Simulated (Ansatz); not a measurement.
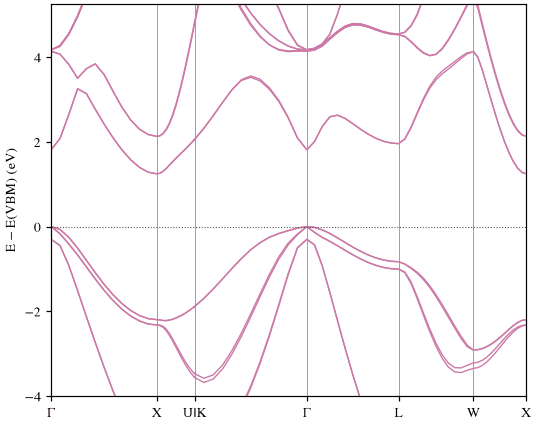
Band structure from the program Ansatz at the PBEsol with spin–orbit coupling level (PAW)

### Question
Read off the gap and where the band edges lie.

### Answer
About 1.2 eV (1.24 eV by a search for the band edges); maximum at Γ, minimum at X.

The material is AlAs (zinc blende, F-43m).

Symmetry was held in the PBEsol relaxation.

Potentials: the earlier of the program's two PAW sets. The files were generated under PBE; for other functionals the program regenerates the frozen cores, and for LDA and PBEsol the local potential too.
